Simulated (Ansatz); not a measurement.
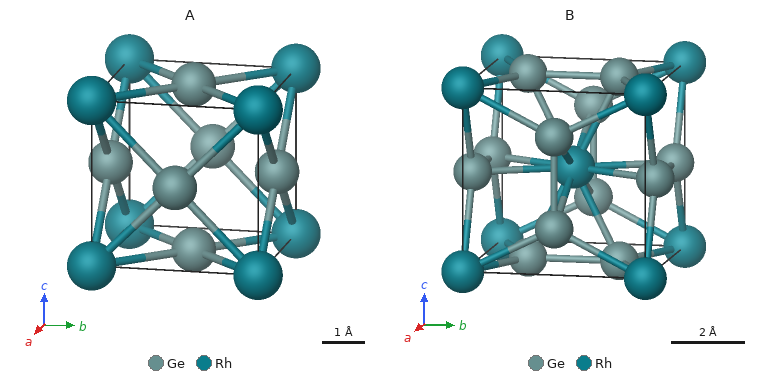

Two structures of Ge3Rh, each relaxed to rest (conventional cells in solid outline, small ones repeated, not to one scale). Method: Ansatz 0.2.0, DFT PBE, scalar-relativistic, plane waves, PAW, without spin polarisation.

Question: Describe A and B.

Answer: A: Cu₃Au (L1₂) type, Pm-3m. B: Cr₃Si (A15) type, Pm-3n.

Question: Which form lies lower?

Answer: B is lower, by 74 meV/atom at this level of theory (energies at zero smearing). Volumes: A 16.9, B 17.0 Å³/atom.

One or both may be structure types tried for this composition rather than known phases.
